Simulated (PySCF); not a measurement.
**[GaH2]-: triplet, from a bent start**

Aim: relax [GaH2]- as a triplet from a bent start, check by its vibrations whether the end is a minimum, and collect its spectrum and constants.

Program: PySCF 2.14.0. Level of theory: PBE0, basis Ga def2-TZVPD, H def2-TZVPD, no relativity, density fitting. These are calculated values, not measurements.

## 1. The starting structure

3 atoms, charge -1, spin multiplicity 3.

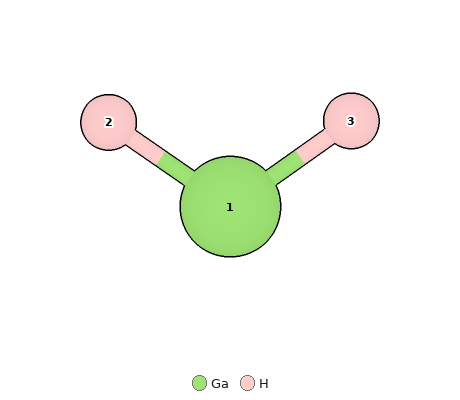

As it starts; gallium green, hydrogen pink; atoms are numbered from 1 in the order of the file.

Coordinates in bohr (charge -1 multiplicity 3):
```
Ga    0.0000    0.0000    0.0000
H     2.4149    0.0000    1.6909
H    -2.4149    0.0000    1.6909
```

## 2. Finding the electronic state

One driver script runs all steps and calls PySCF; scf.py shows how it sets up the SCF of each step. The optimiser is the driver's own. After this first run the driver tries any further starts and a stability analysis.

scf.py

```python
from pyscf import gto, scf, dft
mol = gto.M(atom='''
Ga     0.000000     0.000000     0.000000
H      1.277900     0.000000     0.894800
H     -1.277900     0.000000     0.894800''',
    basis={'Ga': 'def2-TZVPD', 'H': 'def2-TZVPD'},
    charge=-1, spin=2)
mf = dft.UKS(mol, xc='PBE0')
mf.grids.atom_grid = (50, 194)
aux = {'Ga': 'def2-universal-JKFIT', 'H': 'def2-universal-JKFIT'}
mf = mf.density_fit(auxbasis=aux)
mf.conv_tol = 1e-08
mf.diis_space = 10
mf.max_cycle = 60
mf.init_guess = 'minao'
mf.verbose = 4
mf.kernel()
```

Command:

```console
OMP_NUM_THREADS=2 python axn.py task.json out
```

Further steps of the session: Bent start, triplet: relaxation; Hessian and properties.

**Question.** What will these runs give? Wanted: minimum; geometry; wavenumbers; dipole moment; highest occupied, lowest empty level; polar-tensor charge of Ga1; zero-point energy; ⟨S²⟩.

The runs gave:

| quantity | value |
| --- | --- |
| minimum | triplet, C2v |
| geometry | Ga–H 1.611 Å (×2); H–Ga–H 120.6° |
| wavenumbers (cm⁻¹) | 685 (a1), 1710 (a1), 1740 (b2) |
| dipole moment (centre of mass) | 0.18 D |
| highest occupied, lowest empty level (either spin) | 1.63, 3.35 eV |
| polar-tensor charge of Ga1 | -0.34 e |
| zero-point energy | 24.7 kJ/mol |
| entropy at 298.15 K | 228.8 J/(mol K) |
| ⟨S²⟩ | 2.002 |

**Reading.** The molecule stays C2v, as typed, and the end point is a minimum. In the infrared the band at 1740 cm⁻¹ (b2, stretch) leads. Most of the spin sits on Ga1 (Mulliken spin 1.88, against 2 for the whole molecule). Other starts or spin states, not run here, may lie lower. The highest occupied level lies above zero: either self-interaction error lifts it or the extra electron is not bound, and the basis holds it in place.
